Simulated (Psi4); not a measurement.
## BNH6: frequency calculation (part 3 of 3)

Continued. System: BNH6. Method: HF/6-311G*, UHF (Psi4 1.11). The geometry comes from this level: PBE0-D4/def2-TZVP.

Geometry of the input (Å):
```
B  -0.1913  0.2508  -0.7754
N  0.2065  -0.2551  0.7317
H  -0.0782  -0.7284  -1.4810
H  -1.3326  0.6497  -0.6872
H  0.6044  1.1266  -1.0384
H  0.1408  0.5070  1.3987
H  1.1566  -0.6113  0.7553
H  -0.4140  -0.9965  1.0405
```

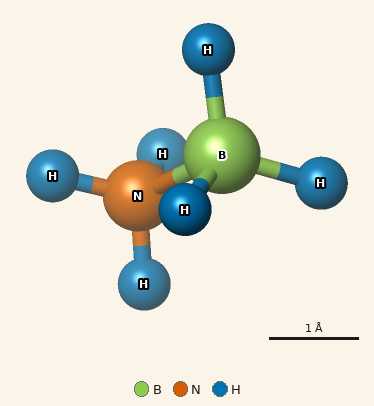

*The input geometry (ball-and-stick view, seen at a tilt).*

## Log, continued
```
    1     0.00225361286452    -0.00161130923599     0.00265087562676    -0.00432786915751     0.00785192247042
    2    -0.00598500703857     0.01027111942443    -0.02095352507944     0.00235781746677    -0.00135774407985
    3    -0.00326109999445     0.00315682916866    -0.01233949450510    -0.00105950436874    -0.00068376266213
    4    -0.08433384780989     0.01472822737655     0.02362846810007    -0.39742619526023     0.12131951434216
    5     0.00977325882341    -0.27459235175035    -0.20208504392509     0.11510006463258    -0.12836236583618
    6     0.01694031259996    -0.17482865874149    -0.22773073864365     0.00070847149398    -0.00604927426045
    7     0.00028944317538     0.00063329002113    -0.00188122974170     0.00034102852104    -0.00072041820787
    8     0.00068349898954     0.00030879264921     0.00312197937614    -0.00079730373618    -0.00021572245507
    9    -0.00181015610418     0.00284577456595    -0.00535102428240     0.00086402575989    -0.00061125135734
   10    -0.00065979612278    -0.00011156057878     0.00015700976287     0.00125578305096     0.00014752907835
   11    -0.00013159436080    -0.00040935553295     0.00029445845921     0.00021262524216     0.00019285800207
   12     0.00078532309321    -0.00021427866359     0.00243610045568    -0.00161497270772     0.00225861265699
   13    -0.00062816779469    -0.00016100119721     0.00082071045330     0.00044817828916    -0.00081099756361
   14     0.00007545466313    -0.00037071565130     0.00041983902618    -0.00046088725824    -0.00037201833486
   15     0.00048774278428    -0.00027463451836     0.00237506820212     0.00081665523845    -0.00098104293807
   16     0.07736244819102    -0.01774675938343    -0.02157961703600     0.00183065303396     0.03442858608732
   17    -0.01774675938343     0.29759624250250     0.20019408625490    -0.00061860377814    -0.01020984959883
   18    -0.02157961703600     0.20019408625490     0.22838770321617    -0.00052519180564     0.00475034608600
   19     0.00183065303396    -0.00061860377814    -0.00052519180564     0.42066120521240    -0.12758086288270
   20     0.03442858608732    -0.01020984959883     0.00475034608600    -0.12758086288270     0.12330271407679
   21     0.03149344161414    -0.00829889040573     0.00094200426751     0.00316763417743     0.00305215380752
   22     0.00388565446427     0.00488771677681    -0.00327102536195    -0.02278278368896    -0.03463527332907
   23    -0.02109743778148    -0.02259388203911     0.01425785981050     0.01178715032335     0.01702212822119
   24    -0.02305594695720    -0.02258022766104     0.01128038127933    -0.00235711779529    -0.00173578133296

                21                  22                  23                  24

    1    -0.02413758550429     0.00707635913892    -0.00493240409004     0.01756802173416
    2     0.00782959932653     0.00494879591215    -0.00454900495331     0.01810285466610
    3     0.00587445291906     0.00040450718769     0.00251113068683    -0.00233979639283
    4    -0.02538581505499    -0.21092212324633    -0.16509633092046     0.08814352847518
    5     0.00357906569096    -0.15393314094437    -0.27583813785781     0.08859154870236
    6    -0.06072404698139     0.06873592945272     0.07095838282646    -0.09984109114391
    7     0.00132559455710    -0.00056083703272     0.00026637691054     0.00005147766765
    8    -0.00126768139548     0.00008002938053     0.00029218156752    -0.00177829128526
    9     0.00125089745448     0.00016235694094    -0.00099872557393     0.00163503701939
   10    -0.00134953167116    -0.00047898945693     0.00037076225298    -0.00037841728744
   11     0.00216343299038     0.00006249995437     0.00010435817466    -0.00134934391135
   12    -0.00620157190550     0.00036594518714    -0.00134998501125     0.00175096893183
   13     0.00150816838052     0.00050877055427     0.00107676455519    -0.00230780564546
   14    -0.00074866407106     0.00096425349523     0.00064978390793     0.00175725130253
   15     0.00129073796858    -0.00211206670756     0.00193836368762    -0.00591185997253
   16     0.03149344161414     0.00388565446427    -0.02109743778148    -0.02305594695720
   17    -0.00829889040573     0.00488771677681    -0.02259388203911    -0.02258022766104
   18     0.00094200426751    -0.00327102536195     0.01425785981050     0.01128038127933
   19     0.00316763417743    -0.02278278368896     0.01178715032335    -0.00235711779529
   20     0.00305215380752    -0.03463527332907     0.01702212822119    -0.00173578133296
   21     0.05924297747658     0.01337809349742    -0.00630901594618    -0.00167545120213
   22     0.01337809349742     0.22327394927676     0.17762511874620    -0.07766374019737
   23    -0.00630901594618     0.17762511874620     0.28491257297414    -0.08100801048446
   24    -0.00167545120213    -0.07766374019737    -0.08100801048446     0.09510181149143

	total time  =         10 seconds =       0.17 minutes

  ==> Harmonic Vibrational Analysis <==

  non-mass-weighted Hessian:       Symmetric? True   Hermitian? True   Lin Dep Dim?  0 (0)
  projection of translations (True) and rotations (True) removed 6 degrees of freedom (6)
  total projector:                 Symmetric? True   Hermitian? True   Lin Dep Dim?  6 (6)
  mass-weighted Hessian:           Symmetric? True   Hermitian? True   Lin Dep Dim?  0 (0)
  pre-proj  low-frequency mode:    0.0000i [cm^-1]
  pre-proj  low-frequency mode:    0.0014  [cm^-1]
  pre-proj  low-frequency mode:    0.0057  [cm^-1]
  pre-proj  low-frequency mode:   42.5104  [cm^-1]
  pre-proj  low-frequency mode:   42.6151  [cm^-1]
  pre-proj  low-frequency mode:  149.6691  [cm^-1]
  pre-proj  all modes:['0.0046i' '0.0014' '0.0057' '42.5104' '42.6151' '149.6691' '498.8622'
 '700.1588' '780.6027' '780.6496' '1186.6867' '1186.7149' '1274.1553'
 '1274.2042' '1278.0126' '1559.1008' '1876.1292' '1876.2368' '2494.1249'
 '2522.8355' '2523.1249' '3553.1157' '3650.2321' '3650.6860']
  projected mass-weighted Hessian: Symmetric? True   Hermitian? True   Lin Dep Dim?  6 (6)
  post-proj low-frequency mode:    0.0000i [cm^-1] (TR)
  post-proj low-frequency mode:    0.0000i [cm^-1] (TR)
  post-proj low-frequency mode:    0.0000  [cm^-1] (TR)
  post-proj low-frequency mode:    0.0000  [cm^-1] (TR)
  post-proj low-frequency mode:    0.0001  [cm^-1] (TR)
  post-proj low-frequency mode:    0.0001  [cm^-1] (TR)
  post-proj  all modes:['0.0000i' '0.0000i' '0.0000' '0.0000' '0.0001' '0.0001' '446.1367'
 '700.1588' '779.4016' '779.4462' '1186.3441' '1186.3720' '1274.1548'
 '1274.2036' '1278.0126' '1559.1008' '1876.1290' '1876.2367' '2494.1249'
 '2522.8353' '2523.1247' '3553.1157' '3650.2321' '3650.6860']

  Vibration                       7                   8                   9
  Freq [cm^-1]                 446.1367            700.1588            779.4016
  Irrep                           A                   A                   A
  Reduced mass [u]              1.0078              4.6511              1.0447
  Force const [mDyne/A]         0.1182              1.3434              0.3739
  Turning point v=0 [a0]        0.5175              0.1923              0.3845
  RMS dev v=0 [a0 u^1/2]        0.3673              0.2932              0.2779
  Char temp [K]                641.8914           1007.3727           1121.3853
  ----------------------------------------------------------------------------------
      1   B               -0.00  0.00 -0.00    0.11 -0.14  0.42    0.00  0.04  0.01
      2   N                0.00 -0.00  0.00   -0.08  0.11 -0.32    0.00  0.03  0.01
      3   H                0.35  0.09 -0.06    0.07 -0.07  0.28    0.10 -0.27  0.43
      4   H               -0.12 -0.33 -0.08    0.09 -0.10  0.26   -0.06 -0.12 -0.18
      5   H               -0.23  0.25  0.14    0.05 -0.10  0.27   -0.07 -0.03 -0.39
      6   H                0.43  0.11 -0.08   -0.09  0.12 -0.34    0.10 -0.32  0.42
      7   H               -0.15 -0.41 -0.10   -0.08  0.11 -0.34   -0.06 -0.14 -0.19
      8   H               -0.28  0.31  0.18   -0.10  0.11 -0.34   -0.09 -0.06 -0.40

  Vibration                       10                  11                  12
  Freq [cm^-1]                 779.4462           1186.3441           1186.3720
  Irrep                           A                   A                   A
  Reduced mass [u]              1.0447              1.3399              1.3399
  Force const [mDyne/A]         0.3740              1.1111              1.1112
  Turning point v=0 [a0]        0.3845              0.2752              0.2752
  RMS dev v=0 [a0 u^1/2]        0.2779              0.2253              0.2253
  Char temp [K]               1121.4496           1706.8850           1706.9252
  ----------------------------------------------------------------------------------
      1   B                0.04 -0.00 -0.01   -0.02  0.12  0.04    0.13  0.03 -0.02
      2   N                0.03 -0.00 -0.01    0.01 -0.10 -0.04   -0.11 -0.02  0.02
      3   H               -0.20  0.03 -0.08    0.14 -0.20  0.51   -0.12 -0.02  0.00
      4   H                0.00 -0.17  0.49   -0.09 -0.02 -0.27    0.08 -0.20  0.45
      5   H               -0.23  0.14 -0.30   -0.02  0.01 -0.32   -0.18  0.17 -0.41
      6   H               -0.22  0.03 -0.07   -0.14  0.25 -0.46    0.15  0.03 -0.01
      7   H               -0.04 -0.17  0.51    0.07  0.06  0.27   -0.02  0.19 -0.44
      8   H               -0.27  0.13 -0.30    0.03  0.03  0.31    0.22 -0.14  0.39

  Vibration                       13                  14                  15
  Freq [cm^-1]                1274.1548           1274.2036           1278.0126
  Irrep                           A                   A                   A
  Reduced mass [u]              1.0646              1.0647              1.1508
  Force const [mDyne/A]         1.0183              1.0185              1.1074
  Turning point v=0 [a0]        0.2979              0.2979              0.2861
  RMS dev v=0 [a0 u^1/2]        0.2174              0.2174              0.2170
  Char temp [K]               1833.2250           1833.2952           1838.7755
  ----------------------------------------------------------------------------------
      1   B                0.05 -0.05 -0.03   -0.06 -0.05 -0.00   -0.03  0.04 -0.11
      2   N                0.00 -0.00 -0.00   -0.00 -0.00 -0.00   -0.01  0.01 -0.02
      3   H               -0.28 -0.27  0.24    0.67  0.05 -0.02    0.16 -0.33  0.44
      4   H                0.18  0.39 -0.17    0.19  0.57  0.29   -0.03 -0.12  0.56
      5   H               -0.47  0.51  0.29   -0.16 -0.01 -0.26    0.27 -0.05  0.50
      6   H                0.01  0.00 -0.01   -0.01 -0.00 -0.00   -0.00  0.00 -0.02
      7   H                0.00 -0.01  0.00   -0.01 -0.01 -0.00   -0.01  0.01 -0.02
      8   H                0.01 -0.01 -0.01   -0.00 -0.00  0.00   -0.00  0.01 -0.02

  Vibration                       16                  17                  18
  Freq [cm^-1]                1559.1008           1876.1290           1876.2367
  Irrep                           A                   A                   A
  Reduced mass [u]              1.1915              1.0553              1.0553
  Force const [mDyne/A]         1.7064              2.1885              2.1887
  Turning point v=0 [a0]        0.2546              0.2466              0.2466
  RMS dev v=0 [a0 u^1/2]        0.1965              0.1791              0.1791
  Char temp [K]               2243.1990           2699.3319           2699.4869
  ----------------------------------------------------------------------------------
      1   B                0.00 -0.00  0.00   -0.01  0.00  0.00   -0.00 -0.01 -0.00
      2   N               -0.03  0.04 -0.11   -0.06  0.01  0.02   -0.02 -0.06 -0.01
      3   H                0.00  0.00  0.01    0.01  0.00  0.00    0.00  0.00 -0.01
      4   H                0.00 -0.00  0.00   -0.00  0.00 -0.00    0.00  0.01  0.00
      5   H               -0.00 -0.00  0.00    0.01 -0.01 -0.00   -0.00  0.00  0.01
      6   H                0.16 -0.37  0.41    0.59  0.26 -0.21    0.41 -0.12  0.12
      7   H               -0.07 -0.11  0.56   -0.06 -0.02  0.32    0.26  0.69  0.15
      8   H                0.29 -0.02  0.49    0.29 -0.44 -0.39   -0.40  0.26 -0.07

  Vibration                       19                  20                  21
  Freq [cm^-1]                2494.1249           2522.8353           2523.1247
  Irrep                           A                   A                   A
  Reduced mass [u]              1.0223              1.1162              1.1162
  Force const [mDyne/A]         3.7467              4.1857              4.1867
  Turning point v=0 [a0]        0.2173              0.2068              0.2068
  RMS dev v=0 [a0 u^1/2]        0.1554              0.1545              0.1545
  Char temp [K]               3588.4904           3629.7983           3630.2146
  ----------------------------------------------------------------------------------
      1   B               -0.01  0.01 -0.03   -0.06  0.08  0.04   -0.08 -0.06  0.00
      2   N               -0.00  0.00 -0.00    0.00 -0.00 -0.00    0.00  0.00  0.00
      3   H               -0.05  0.47  0.34    0.06 -0.58 -0.43   -0.04  0.28  0.21
      4   H                0.54 -0.19 -0.04    0.64 -0.22 -0.04    0.42 -0.16 -0.03
      5   H               -0.37 -0.41  0.13   -0.04 -0.03  0.02    0.53  0.59 -0.19
      6   H               -0.00 -0.00 -0.01   -0.00  0.01 -0.00   -0.00 -0.01  0.00
      7   H               -0.00  0.00 -0.01   -0.00  0.00  0.01   -0.00 -0.00  0.00
      8   H                0.00  0.00 -0.01   -0.00  0.00  0.00   -0.01 -0.00 -0.00

  Vibration                       22                  23                  24
  Freq [cm^-1]                3553.1157           3650.2321           3650.6860
  Irrep                           A                   A                   A
  Reduced mass [u]              1.0287              1.0928              1.0928
  Force const [mDyne/A]         7.6517              8.5786              8.5808
  Turning point v=0 [a0]        0.1815              0.1737              0.1737
  RMS dev v=0 [a0 u^1/2]        0.1302              0.1284              0.1284
  Char temp [K]               5112.1424           5251.8712           5252.5243
  ----------------------------------------------------------------------------------
      1   B               -0.00  0.00 -0.00   -0.00  0.00  0.00   -0.00 -0.00 -0.00
      2   N               -0.01  0.01 -0.04   -0.08  0.01  0.02   -0.01 -0.08 -0.02
      3   H                0.00  0.00  0.00    0.00 -0.00 -0.00   -0.00  0.01  0.00
      4   H                0.00 -0.00  0.00    0.01 -0.00 -0.00   -0.00  0.00  0.00
      5   H               -0.00 -0.00  0.00    0.00  0.00 -0.00    0.00  0.00  0.00
      6   H               -0.04  0.45  0.36    0.01 -0.21 -0.18   -0.05  0.58  0.50
      7   H                0.54 -0.20 -0.01    0.75 -0.28  0.01   -0.14  0.04 -0.01
      8   H               -0.36 -0.42  0.16    0.32  0.39 -0.15    0.38  0.45 -0.19

  ==> Thermochemistry Components <==

  Entropy, S
    Electronic S                             0.000 [cal/(mol K)]        0.000 [J/(mol K)]       0.00000000 [mEh/K] (multiplicity = 1)
    Translational S                         36.233 [cal/(mol K)]      151.597 [J/(mol K)]       0.05774036 [mEh/K] (mol. weight = 31.0593 [u], P = 101325.00 [Pa])
    Rotational S                            17.958 [cal/(mol K)]       75.137 [J/(mol K)]       0.02861820 [mEh/K] (symmetry no. = 3)
    Vibrational S                            1.755 [cal/(mol K)]        7.344 [J/(mol K)]       0.00279730 [mEh/K]
  Total S                                   55.946 [cal/(mol K)]      234.079 [J/(mol K)]       0.08915586 [mEh/K]
  Correction S                               0.000 [cal/(mol K)]        0.000 [J/(mol K)]       0.00000000 [mEh/K]

  Constant volume heat capacity, Cv
    Electronic Cv                            0.000 [cal/(mol K)]        0.000 [J/(mol K)]       0.00000000 [mEh/K]
    Translational Cv                         2.981 [cal/(mol K)]       12.472 [J/(mol K)]       0.00475022 [mEh/K]
    Rotational Cv                            2.981 [cal/(mol K)]       12.472 [J/(mol K)]       0.00475022 [mEh/K]
    Vibrational Cv                           4.582 [cal/(mol K)]       19.171 [J/(mol K)]       0.00730182 [mEh/K]
  Total Cv                                  10.544 [cal/(mol K)]       44.114 [J/(mol K)]       0.01680225 [mEh/K]
  Correction Cv                              0.000 [cal/(mol K)]        0.000 [J/(mol K)]       0.00000000 [mEh/K]

  Constant pressure heat capacity, Cp
    Electronic Cp                            0.000 [cal/(mol K)]        0.000 [J/(mol K)]       0.00000000 [mEh/K]
    Translational Cp                         4.968 [cal/(mol K)]       20.786 [J/(mol K)]       0.00791703 [mEh/K]
    Rotational Cp                            2.981 [cal/(mol K)]       12.472 [J/(mol K)]       0.00475022 [mEh/K]
    Vibrational Cp                           4.582 [cal/(mol K)]       19.171 [J/(mol K)]       0.00730182 [mEh/K]
  Total Cp                                  12.531 [cal/(mol K)]       52.429 [J/(mol K)]       0.01996906 [mEh/K]
  Correction Cp                              0.000 [cal/(mol K)]        0.000 [J/(mol K)]       0.00000000 [mEh/K]

  ==> Thermochemistry Energy Analysis <==

  Raw electronic energy, E_e
  Total E_e, Electronic energy at well bottom                                           -82.63146946 [Eh]

  Zero-point vibrational energy, ZPVE = Sum_i omega_i / 2,  E_0 = E_e + ZPVE
    Vibrational ZPVE                        46.618 [kcal/mol]      195.050 [kJ/mol]       0.07429063 [Eh]       16304.908 [cm^-1]
  Correction ZPVE to E_e                    46.618 [kcal/mol]      195.050 [kJ/mol]       0.07429063 [Eh]       16304.908 [cm^-1]
  Total E_0, Enthalpy at 0 [K]                                                          -82.55717883 [Eh]
  *** Absolute enthalpy, not an enthalpy of formation ***

  Thermal (internal) energy, E (includes ZPVE and finite-temperature corrections)
    Electronic contrib to E beyond E_e       0.000 [kcal/mol]        0.000 [kJ/mol]       0.00000000 [Eh]
    Translational contrib to E               0.889 [kcal/mol]        3.718 [kJ/mol]       0.00141628 [Eh]
    Rotational contrib to E                  0.889 [kcal/mol]        3.718 [kJ/mol]       0.00141628 [Eh]
    Vibrational contrib to E                47.012 [kcal/mol]      196.697 [kJ/mol]       0.07491795 [Eh]
  Correction E                              48.789 [kcal/mol]      204.134 [kJ/mol]       0.07775050 [Eh]
  Total E, Thermal (internal) energy at  298.15 [K]                                     -82.55371896 [Eh]

  Enthalpy, H_trans = E_trans + k_B * T = E_trans + P * V
    Electronic contrib to H beyond E_e       0.000 [kcal/mol]        0.000 [kJ/mol]       0.00000000 [Eh]
    Translational contrib to H               1.481 [kcal/mol]        6.197 [kJ/mol]       0.00236046 [Eh]
    Rotational contrib to H                  0.889 [kcal/mol]        3.718 [kJ/mol]       0.00141628 [Eh]
    Vibrational contrib to H                47.012 [kcal/mol]      196.697 [kJ/mol]       0.07491795 [Eh]
  Correction H                              49.382 [kcal/mol]      206.613 [kJ/mol]       0.07869469 [Eh]
  Total H, Enthalpy at  298.15 [K]                                                      -82.55277477 [Eh]
  *** Absolute enthalpy, not an enthalpy of formation ***

  Gibbs free energy, G = H - T * S
    Electronic contrib to G beyond E_e       0.000 [kcal/mol]        0.000 [kJ/mol]       0.00000000 [Eh]
    Translational contrib to G              -9.322 [kcal/mol]      -39.001 [kJ/mol]      -0.01485483 [Eh]
    Rotational contrib to G                 -4.466 [kcal/mol]      -18.684 [kJ/mol]      -0.00711624 [Eh]
    Vibrational contrib to G                46.488 [kcal/mol]      194.507 [kJ/mol]       0.07408393 [Eh]
  Correction G                              32.701 [kcal/mol]      136.822 [kJ/mol]       0.05211287 [Eh]
  Total G, Gibbs energy at  298.15 [K]                                                  -82.57935659 [Eh]
  *** Absolute Gibbs energy, not a free energy of formation ***

    Psi4 run time: 0:00:11.48
```

## Key numbers

| quantity | value |
| --- | --- |
| outcome | converged |
| total energy | −82.631469 hartree |
| basis functions | 54 |
| HOMO | −11.21 eV |
| LUMO | 3.01 eV |
| zero-point energy | 0.074291 hartree |
| dipole moment | 5.71 D |
| wavenumbers, lowest and highest | 446 and 3651 cm⁻¹ |
| hardware | 1 thread of Intel Xeon (Granite Rapids), 192 GiB of memory available, shared host |
| wall time | 13 s |
| peak memory | 0.26 GiB |

## Remarks

The record of the run, not the program, notes: frequencies away from a stationary point.
